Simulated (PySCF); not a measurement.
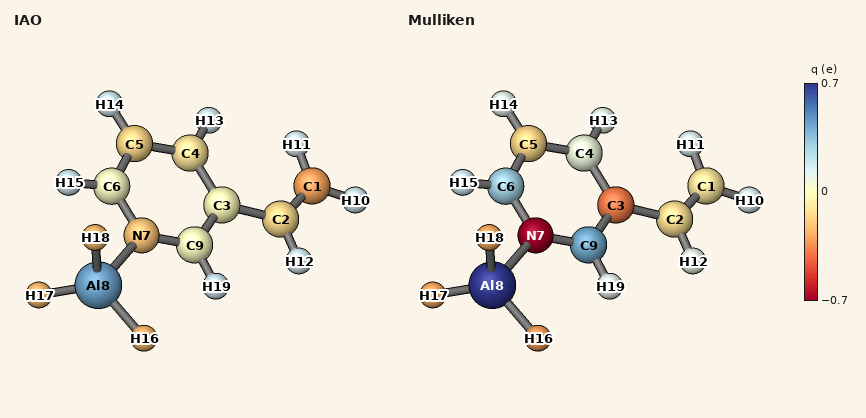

Atomic charges of one calculation by 2 schemes, on one colour scale. The computed structure is the end point of a GFN2-xTB optimisation. No frequency run is at hand to confirm it as a minimum. Level of theory: PBE0/pcSseg-1 (PySCF 2.14.0).

### Which scheme gives the most polar picture (largest mean size of the charges)?

The Mulliken charges are the largest in size here.

### On which atom do the schemes disagree most?

On N7 (from −0.70 to −0.21 e).

List the charges (e), one line for each set of equivalent atoms.

```json
{"atom": "C1", "IAO": "−0.29", "Mulliken": "−0.09"}
{"atom": "C2", "IAO": "−0.14", "Mulliken": "−0.12"}
{"atom": "C3", "IAO": "−0.01", "Mulliken": "−0.38"}
{"atom": "C4", "IAO": "−0.10", "Mulliken": "0.07"}
{"atom": "C5", "IAO": "−0.16", "Mulliken": "−0.16"}
{"atom": "C6", "IAO": "0.02", "Mulliken": "0.30"}
{"atom": "N7", "IAO": "−0.21", "Mulliken": "−0.70"}
{"atom": "Al8", "IAO": "0.44", "Mulliken": "0.69"}
{"atom": "C9", "IAO": "0.01", "Mulliken": "0.42"}
{"atom": "H10", "IAO": "0.17", "Mulliken": "0.13"}
{"atom": "H11", "IAO": "0.15", "Mulliken": "0.13"}
{"atom": "H12", "IAO": "0.16", "Mulliken": "0.10"}
{"atom": "H13", "IAO": "0.16", "Mulliken": "0.10"}
{"atom": "H14", "IAO": "0.17", "Mulliken": "0.11"}
{"atom": "H15", "IAO": "0.18", "Mulliken": "0.15"}
{"atom": "H16", "IAO": "−0.24", "Mulliken": "−0.31"}
{"atom": "H17", "IAO": "−0.24", "Mulliken": "−0.28"}
{"atom": "H18", "IAO": "−0.24", "Mulliken": "−0.28"}
{"atom": "H19", "IAO": "0.17", "Mulliken": "0.11"}
```

The geometry is semi-empirical. Around Al such bond lengths and angles can be off by a tenth of an ångström or more and by several degrees, and values that hang on the shape move with them.
